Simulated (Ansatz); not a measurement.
# Decaying states in the gap of CsKTl2F6, part 2 of 3

Wanted: the relaxed cell of CsKTl2F6, its band edges and its decay constants. It is built by putting K for part of the Cs in the CsTlF3 structure of space group Fm-3m, with the volume rescaled by atomic radii. The parent structure comes from the Materials Project.

Ansatz 0.2.0; LDA DFT, plane waves, PAW files (the session's first sound run).

So far. Step 2 (Cell and atoms at rest): The largest force component on a free atom ends at 6.0e-4 eV/Å.

The structure was built from a prototype and need not be the compound's stable phase.

## (3) The bulk crystal and its band edges

The energy window and the wavevectors of the next steps follow from the band edges, so these are searched first, off the mesh as well.

input.yaml reads:

```yaml
crystal:
  lattice:
    - [0.0, 4.637566601, 4.637566601]
    - [4.637566601, 0.0, 4.637566601]
    - [4.637566601, 4.637566601, 0.0]
  atoms:
    - { symbol: K, position: [0.75, 0.75, 0.75] }
    - { symbol: Cs, position: [0.25, 0.25, 0.25] }
    - { symbol: Tl, position: [0.5, 0.5, 0.5] }
    - { symbol: Tl, position: [0.0, 0.0, 0.0] }
    - { symbol: F, position: [0.7680757141, 0.2319242859, 0.2319242859] }
    - { symbol: F, position: [0.2319242859, 0.2319242859, 0.7680757141] }
    - { symbol: F, position: [0.2319242859, 0.7680757141, 0.7680757141] }
    - { symbol: F, position: [0.2319242859, 0.7680757141, 0.2319242859] }
    - { symbol: F, position: [0.7680757141, 0.2319242859, 0.7680757141] }
    - { symbol: F, position: [0.7680757141, 0.7680757141, 0.2319242859] }
kpoints:
  mp_grid: { grid: [4, 4, 4] }
  band_path: { path: [VBM, CBM], npoints: 30 }
scf:
  occupations: { method: fixed }
hamiltonian:
  xc: lda
output:
  eigenvalues: true
  write_potential: true
  write_density: true
  volumetric_format: npy
  elf: true
```

Run with:

```sh
$ ansatz run input.yaml --threads 2 --pin off --max-ram 4096MiB --backend cpu --events-out ev --progress --plain --runs-dir out
```

Numbers of over 12 decimals in the logs are rounded to 6 here.

The program printed:

```text
[...]
Crystal: 10 atoms, lattice volume = 199.481 Å³
Basis set: ecut = 420 eV, 3839 PW (Γ)
Bands: 53, of which v1, the nominal top of the filled ones, is band 43 counted from 1 (42 counted from 0)
Symmetry: 24 space group operations
[...]
k-points: 8 of 64 (time reversal used)
[...]
SCF iter   1: F=—  HF=-34061.875505 eV  |F-HF|=—  |Δ(HF+E_count)|=         —  Δρ=1.61e-2  dr2=3.88e-1  ethr=1.77e-3  ⟨swp⟩=5.1  Hψ=1383  notcnv=0  defer=55
[...]
SCF iter   7: F=-34061.768239 eV  HF=-34061.768239 eV  |F-HF|=2.45e-8  |Δ(HF+E_count)|=   2.65e-8  Δρ=3.53e-6  dr2=6.59e-8  ethr=1.16e-10  ⟨swp⟩=13.1  Hψ=1763  notcnv=0
SCF 1 converged in 7 iterations: F = -34061.768239 eV  dr2 = 6.59e-8
[...]
NSCF: frozen V_eff on 16 k-points
[...]
SCF converged after 7 iterations
Free energy (F): -34061.768239 eV
[...]
Internal energy: -34061.768239 eV  (E = F + TS)
E sigma→0 (E₀):  -34061.768239 eV
Fermi energy:    4.532939 eV
[...]
--- Band table (eV; the first three rows and the last of 8) ---
  k-point 0: bands = [... 39 lower, 1.4839, 2.0120, 2.1432, 2.1432, 7.6932, 9.0010, 9.0010, 9.0010, ... 6 higher]
  k-point 1: bands = [... 39 lower, 1.4402, 1.8737, 1.8737, 2.9758, 6.8701, 9.4201, 9.4201, 9.7024, ... 6 higher]
  k-point 2: bands = [... 39 lower, 1.3788, 1.6150, 1.6150, 3.8697, 6.0959, 9.8735, 9.9059, 9.9059, ... 6 higher]
  k-point 7: bands = [... 39 lower, 1.3640, 1.4078, 1.7365, 4.5202, 6.6598, 9.0008, 9.3413, 10.3384, ... 6 higher]
```

Run time: 23 s. Hardware: 2 threads of Arm Neoverse V2, shared host; peak memory 0.54 GiB; 44 s of CPU time.

In the SCF lines HF is the Harris–Foulkes energy and dr2 the Hartree energy of the density residual, in eV; the loop may stop once dr2 is under the threshold and the program's other checks hold. Hψ counts applications of the Hamiltonian.

Numbers from this step:

| Quantity | Value |
| --- | --- |
| Fermi energy | 4.533 eV |
| gap on the k-mesh | 1.563 eV |
| gap on path | 1.563 eV, by band count; negative where bands overlap |
| direct gap on path | 2.226 eV |
| edge places on path | 0, 0.5867 1/A along the path |

The electronic bands at the labelled points (eV, zero at the Fermi level (highest filled level under fixed occupations); v1 is the highest filled band, c1 the lowest empty one):

| point | v4 | v3 | v2 | v1 | c1 | c2 | c3 | c4 |
| --- | --- | --- | --- | --- | --- | --- | --- | --- |
| VBM | -3.20 | -3.06 | -2.39 | 0.00 | 2.46 | 4.16 | 5.37 | 5.37 |
| CBM | -3.15 | -2.92 | -2.92 | -0.66 | 1.56 | 5.34 | 5.37 | 5.37 |

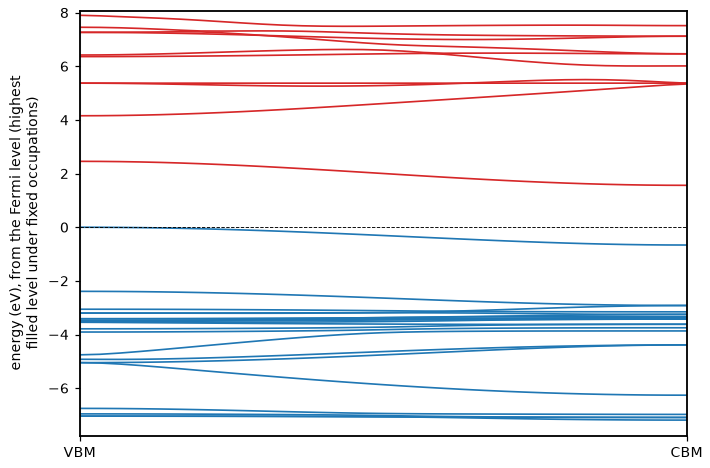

Electronic bands along the path; lines of filled and empty bands in two colours.

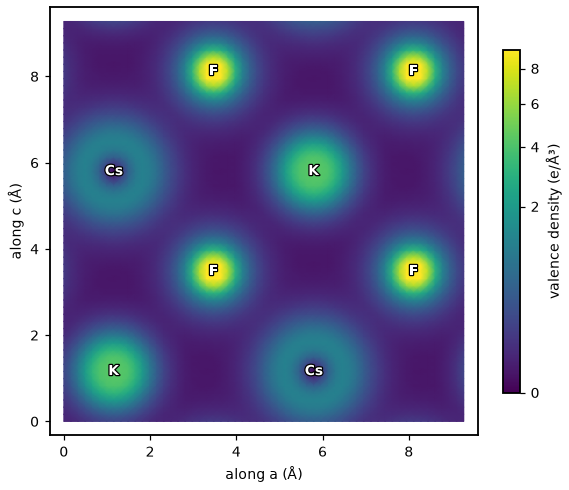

Valence density in the ac plane of the conventional cell at fractional y = 0.250, with atoms of K and Cs and F within 0.2 Å of it. It is the smooth field of the valence electrons, not physical close to the nuclei. The map starts off the cell's origin, so that atoms lie inside it. The colour scale is stretched toward low values.

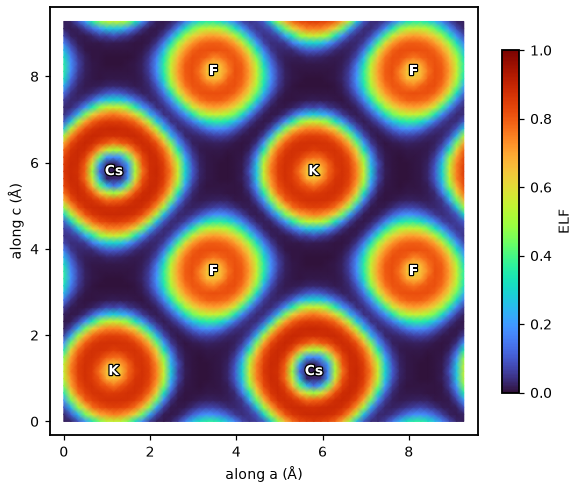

ELF in the ac plane of the conventional cell at fractional y = 0.250, with atoms of K and Cs and F within 0.2 Å of it. It is the smooth field of the valence electrons, not physical close to the nuclei. The map starts off the cell's origin, so that atoms lie inside it.

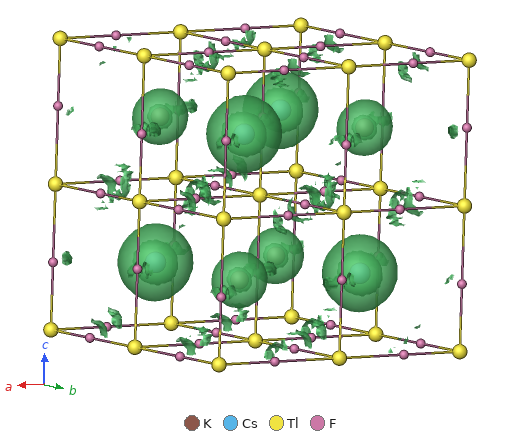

Surface of ELF = 0.81.

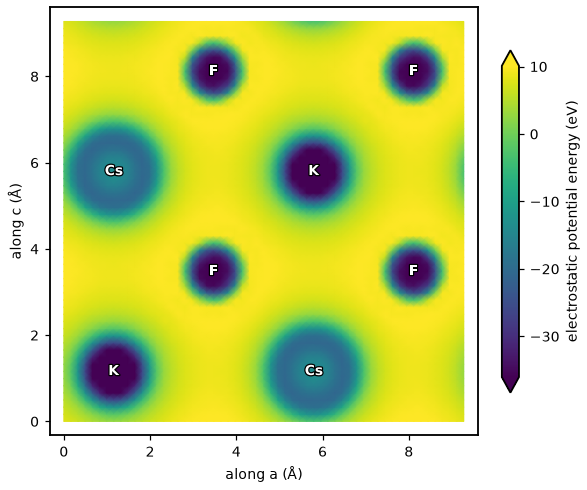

Electrostatic potential energy in the ac plane of the conventional cell at fractional y = 0.250, with atoms of K and Cs and F within 0.2 Å of it. With pseudopotentials it is smooth inside the atoms' cores, unlike the true potential. The map starts off the cell's origin, so that atoms lie inside it.

The searched edges give 1.56 eV, as on the mesh.

## (4) Complex bands

This step: LDA DFT, plane waves, PAW files; complex bands by layer matching along the plane's normal (Ansatz 0.2.0).

The same crystal is laid in a cell whose first two vectors span the (111) plane (indices of the standard conventional cell, whose axes can be ordered otherwise than in the bulk input). At fixed energy and wavevector in the plane the solver finds all kz, real and complex. A few wavevectors are listed, (0, 0) and (-0.5, -0.5) in units of the plane's reciprocal vectors; the slowest state needn't be among them.

input.yaml reads:

```yaml
crystal:
  lattice:
    - [6.558509584, 0.0, 0.0]
    - [3.279254792, 5.67983591, 0.0]
    - [0.0, 3.786557274, 5.355000651]
  atoms:
    - { symbol: K, position: [0.25, 0.5, 0.75] }
    - { symbol: Cs, position: [0.75, 0.5, 0.25] }
    - { symbol: Tl, position: [0.5, 0.0, 0.5] }
    - { symbol: Tl, position: [0.0, 0.0, 0.0] }
    - { symbol: F, position: [0.7680757141, 0.0, 0.2319242859] }
    - { symbol: F, position: [0.7680757141, 0.4638485718, 0.7680757141] }
    - { symbol: F, position: [0.2319242859, 0.0, 0.7680757141] }
    - { symbol: F, position: [0.2319242859, 0.0, 0.2319242859] }
    - { symbol: F, position: [0.7680757141, 0.0, 0.7680757141] }
    - { symbol: F, position: [0.2319242859, 0.5361514282, 0.2319242859] }
kpoints:
  mp_grid: { grid: [6, 6, 6] }
scf:
  occupations: { method: fixed }
hamiltonian:
  xc: lda
output:
  eigenvalues: true
  transmission:
    leads: [[0, 0]]
    kpoints: [[0.0, 0.0], [-0.5, -0.5]]
    e_range: [-1.0, 2.56]
    de: 0.09
```

The program printed:

```text
[...]
Crystal: 10 atoms, lattice volume = 199.481 Å³
Basis set: ecut = 420 eV, 3839 PW (Γ)
Bands: 53, of which v1, the nominal top of the filled ones, is band 43 counted from 1 (42 counted from 0)
Symmetry: 24 space group operations
[...]
k-points: 16 of 216 (time reversal used)
[...]
SCF iter   1: F=—  HF=-34061.876262 eV  |F-HF|=—  |Δ(HF+E_count)|=         —  Δρ=1.61e-2  dr2=3.88e-1  ethr=1.77e-3  ⟨swp⟩=5.2  Hψ=2794  notcnv=0  defer=114
[...]
SCF iter   7: F=-34061.768633 eV  HF=-34061.768633 eV  |F-HF|=2.36e-8  |Δ(HF+E_count)|=   2.89e-8  Δρ=3.56e-6  dr2=6.29e-8  ethr=1.16e-10  ⟨swp⟩=12.9  Hψ=3705  notcnv=0
SCF 1 converged in 7 iterations: F = -34061.768633 eV  dr2 = 6.29e-8
[...]
transmission: 7 of 14 steps passed
transmission: 14 of 14 steps passed
SCF converged after 7 iterations
Free energy (F): -34061.768633 eV
[...]
Internal energy: -34061.768633 eV  (E = F + TS)
E sigma→0 (E₀):  -34061.768633 eV
Fermi energy:    4.533018 eV
[...]
--- Band table (eV; the first three rows and the last of 16) ---
  k-point 0: bands = [... 39 lower, 1.4839, 2.0121, 2.1431, 2.1431, 7.6931, 9.0010, 9.0010, 9.0010, ... 6 higher]
  k-point 1: bands = [... 39 lower, 1.4633, 2.0098, 2.0098, 2.5464, 7.2344, 9.2040, 9.2040, 9.5328, ... 6 higher]
  k-point 2: bands = [... 39 lower, 1.4131, 1.7383, 1.7383, 3.3976, 6.5100, 9.6532, 9.6532, 9.7822, ... 6 higher]
  k-point 15: bands = [... 39 lower, 1.3483, 1.4321, 1.8983, 4.5237, 6.7369, 8.8786, 9.5141, 10.2272, ... 6 higher]
--- Transmission ---
  basis      : 313 plane waves across, 7 finite elements along
  points     : 2, as listed
  energies   : 40 from -1.000000 to 2.510000 eV about the Fermi level, 0.090000 eV apart; the leads are filled to 0.781404 eV, and channels, transmission and decay are at 0.800000 eV
  crystal 0  : K1F6Tl2Cs1, at the sites [0, 0], period 5.3550 Å: whole cells are its period
    offset         : up to 0.0000 Å between an atom of the period and one for which it stands
    channels       : 0.000000e0 a spin
    conductance    : none, the energies end too early or step too widely for 300 K: set another output.transmission.e_range or a lower de, or, where they end at an eighth of basis.ecutwfc, a higher one
    slowest decay  : 0.1856 /Å at (0.0000, 0.0000)
```

Elapsed: 63 s, on 2 threads; peak memory 1 GiB; 1.8 min of CPU time.

This step gave:

| Quantity | Value |
| --- | --- |
| free energy | -34061.7686 eV |
| level to which the leads are filled | 0.7814 eV from the Fermi level |
| decay constant at the filling level, zone centre | 0.1856 Å⁻¹ |
| decay constant at the filling level, slowest listed point | 0.1856 Å⁻¹ |

K parallel (0, 0); values up to 1.5 1/Å, a degenerate pair printed once or twice; energies at which all values exceed this have no row. Table of Im kz of the slowest decaying states by energy, zero at the highest filled level on the SCF mesh:

| energy (eV) | decay 1 (Å⁻¹) | decay 2 (Å⁻¹) | decay 3 (Å⁻¹) | decay 4 (Å⁻¹) |
| --- | --- | --- | --- | --- |
| -1.0000 | 0.476 | 0.599 | 0.730 | 0.790 |
| -0.7300 | 0.499 | 0.613 | 0.743 | 0.786 |
| -0.4600 | 0.110 | 0.518 | 0.625 | 0.753 |
| -0.2800 | 0.145 | 0.527 | 0.633 | 0.759 |
| -0.0100 | 0.175 | 0.537 | 0.645 | 0.763 |
| 0.2600 | 0.19 | 0.544 | 0.659 | 0.748 |
| 0.5300 | 0.194 | 0.547 | 0.680 | 0.723 |
| 0.7100 | 0.190 | 0.548 | 0.700 | 0.772 |
| 0.9800 | 0.173 | 0.546 | 0.696 | 0.771 |
| 1.2500 | 0.138 | 0.541 | 0.692 | 0.769 |
| 1.5200 | 0.0551 | 0.533 | 0.687 | 0.765 |
| 1.7900 | 0.523 | 0.682 | 0.758 | 1.00 |
| 1.9700 | 0.514 | 0.679 | 0.753 | 1.01 |
| 2.2400 | 0.498 | 0.674 | 0.744 | 1.01 |
| 2.5100 | 0.479 | 0.669 | 0.732 | 0.976 |

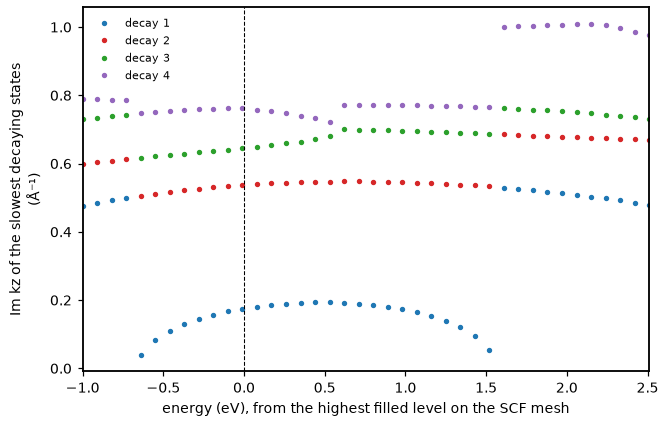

Im kz of the slowest decaying states, plotted against energy.

K parallel (-0.5, -0.5); values up to 1.5 1/Å, a degenerate pair printed once or twice; energies at which all values exceed this have no row. Table of Im kz of the slowest decaying states by energy, zero at the highest filled level on the SCF mesh:

| energy (eV) | decay 1 (Å⁻¹) | decay 2 (Å⁻¹) | decay 3 (Å⁻¹) | decay 4 (Å⁻¹) |
| --- | --- | --- | --- | --- |
| -1.0000 | 0.213 | 0.426 | 0.533 | 0.661 |
| -0.7300 | 0.105 | 0.421 | 0.567 | 0.677 |
| -0.4600 | 0.412 | 0.596 | 0.690 | 0.759 |
| -0.2800 | 0.404 | 0.612 | 0.698 | 0.767 |
| -0.0100 | 0.388 | 0.634 | 0.709 | 0.778 |
| 0.2600 | 0.235 | 0.367 | 0.653 | 0.719 |
| 0.5300 | 0.317 | 0.340 | 0.669 | 0.728 |
| 0.7100 | 0.317 | 0.355 | 0.678 | 0.734 |
| 0.9800 | 0.273 | 0.397 | 0.690 | 0.743 |
| 1.2500 | 0.209 | 0.426 | 0.700 | 0.754 |
| 1.5200 | 0.0808 | 0.446 | 0.707 | 0.767 |
| 1.7900 | 0.459 | 0.713 | 0.768 | 0.786 |
| 1.9700 | 0.464 | 0.716 | 0.763 | 0.803 |
| 2.2400 | 0.468 | 0.718 | 0.755 | 0.839 |
| 2.5100 | 0.0879 | 0.469 | 0.719 | 0.746 |

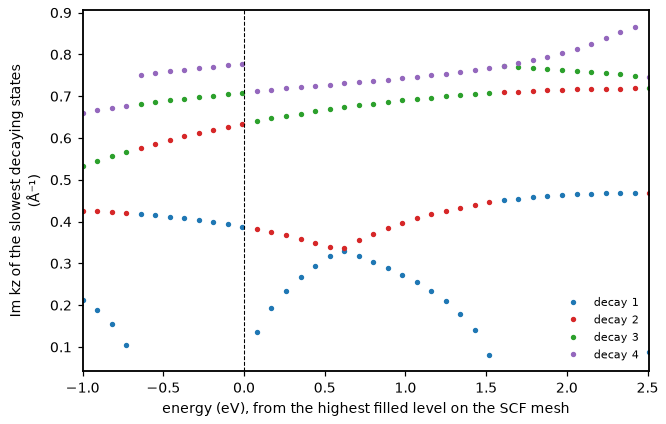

Im kz of the slowest decaying states, plotted against energy.

K parallel (-0.5, -0.5). Table of Re kz of states that move upwards, channel 1 by energy, zero at the highest filled level on the SCF mesh:

| energy (eV) | Re kz of states that move upwards, channel 1 (Å⁻¹) |
| --- | --- |
| -1.00 | - |
| -0.73 | - |
| -0.46 | 0.401 |
| -0.19 | 0.560 |
| -0.01 | -0.437 |
| 0.08 | - |
| 0.35 | - |
| 0.62 | - |
| 0.89 | - |
| 1.16 | - |
| 1.43 | - |
| 1.70 | 0.347 |
| 1.97 | 0.475 |
| 2.24 | -0.580 |
| 2.51 | - |

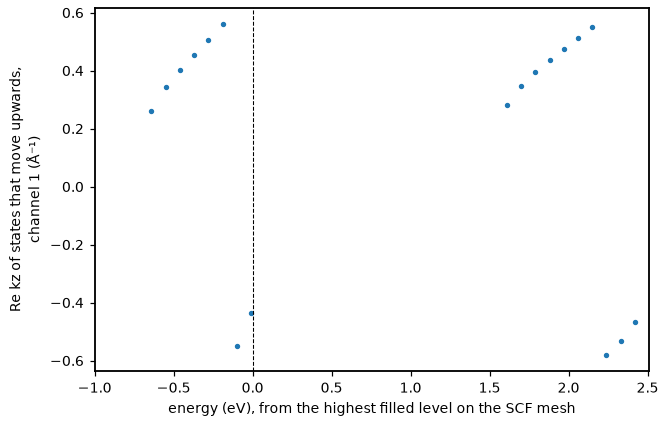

Re kz of states that move upwards, channel 1 against energy.

At the listed wavevectors the last open channel is at -0.01 eV and the next at +1.61 eV on the grid. At +0.80 eV, the grid energy nearest the filling level (the middle of the gap on the SCF mesh), the slowest state at the listed wavevectors decays with κ = 0.186 Å⁻¹, its amplitude falling by e over 5.4 Å. Through 1 nm of this crystal that state's transmission falls by exp(−2 × 0.186 Å⁻¹ × 10 Å) = 0.024.

## (5) Decay over the two-dimensional zone

The listed points could miss the slowest state, so one energy near mid-gap is solved on a mesh of 10×10.

Edit input.yaml of step 4 so:

```diff
@@ -24,6 +24,2 @@
   eigenvalues: true
-  transmission:
-    leads: [[0, 0]]
-    kpoints: [[0.0, 0.0], [-0.5, -0.5]]
-    e_range: [-1.0, 2.56]
-    de: 0.09
+  transmission: { leads: [[0, 0]], kmesh: [10, 10], e_range: [0.78, 0.79], de: 0.05 }
```

The program printed:

```text
[...]
Crystal: 10 atoms, lattice volume = 199.481 Å³
Basis set: ecut = 420 eV, 3839 PW (Γ)
Bands: 53, of which v1, the nominal top of the filled ones, is band 43 counted from 1 (42 counted from 0)
Symmetry: 24 space group operations
[...]
k-points: 16 of 216 (time reversal used)
[...]
SCF iter   1: F=—  HF=-34061.876262 eV  |F-HF|=—  |Δ(HF+E_count)|=         —  Δρ=1.61e-2  dr2=3.88e-1  ethr=1.77e-3  ⟨swp⟩=5.2  Hψ=2794  notcnv=0  defer=114
[...]
SCF iter   7: F=-34061.768633 eV  HF=-34061.768633 eV  |F-HF|=2.36e-8  |Δ(HF+E_count)|=   2.89e-8  Δρ=3.56e-6  dr2=6.29e-8  ethr=1.16e-10  ⟨swp⟩=12.9  Hψ=3705  notcnv=0
SCF 1 converged in 7 iterations: F = -34061.768633 eV  dr2 = 6.29e-8
[...]
transmission: 28 of 98 steps passed
transmission: 56 of 98 steps passed
transmission: 84 of 98 steps passed
transmission: 98 of 98 steps passed
SCF converged after 7 iterations
Free energy (F): -34061.768633 eV
[...]
Internal energy: -34061.768633 eV  (E = F + TS)
E sigma→0 (E₀):  -34061.768633 eV
Fermi energy:    4.533018 eV
[...]
--- Band table (eV; the first three rows and the last of 16) ---
  k-point 0: bands = [... 39 lower, 1.4839, 2.0121, 2.1431, 2.1431, 7.6931, 9.0010, 9.0010, 9.0010, ... 6 higher]
  k-point 1: bands = [... 39 lower, 1.4633, 2.0098, 2.0098, 2.5464, 7.2344, 9.2040, 9.2040, 9.5328, ... 6 higher]
  k-point 2: bands = [... 39 lower, 1.4131, 1.7383, 1.7383, 3.3976, 6.5100, 9.6532, 9.6532, 9.7822, ... 6 higher]
  k-point 15: bands = [... 39 lower, 1.3483, 1.4321, 1.8983, 4.5237, 6.7369, 8.8786, 9.5141, 10.2272, ... 6 higher]
--- Transmission ---
  basis      : 313 plane waves across, 7 finite elements along
  points     : 14, standing for a mesh of 10 x 10
  energies   : 1 from 0.780000 to 0.780000 eV about the Fermi level; the leads are filled to 0.781404 eV, and channels, transmission and decay are at 0.780000 eV
[...]
channels       : 0.000000e0 a spin
    conductance    : none, crystal 0 has no channel at the energies, or these end too early or step too widely for 300 K: set another output.transmission.e_range or a lower de, or, where they end at an eighth of basis.ecutwfc, a higher one
    slowest decay  : 0.1866 /Å at (0.0000, 0.0000)
```

Run time: 52 s. Hardware: 2 threads; peak memory 1.3 GiB.

Numbers from this step:

* least decay constant on the mesh: 0.1866 Å⁻¹

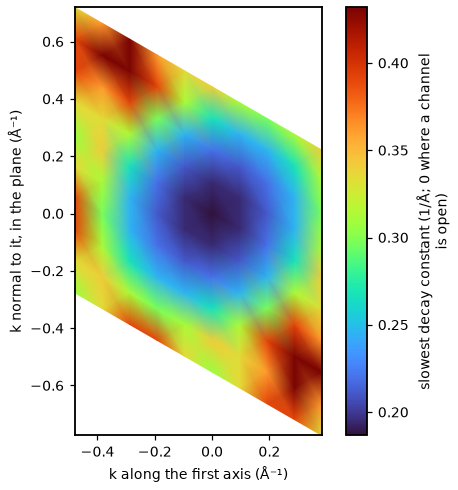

Slowest decay constant (1/Å; 0 where a channel is open) over k1 and k2. At 0.7800 eV from the Fermi level.

The least value on the mesh is 0.187 Å⁻¹ at +0.78 eV. At that energy the listed points give about 0.187 Å⁻¹ by interpolation, so the mesh holds no clearly slower state.

(Part 2 of 3 ends here.)

[Logs are printed without paths, hosts, clocks, repeated set-up lines and the standing remarks that a program may print on its own settings, such as how far it seeks lower states.]

[Hosts, paths, dates, database ids (printed as entryN), source tags and the programs' standing remarks are cut or masked in the printed files.]
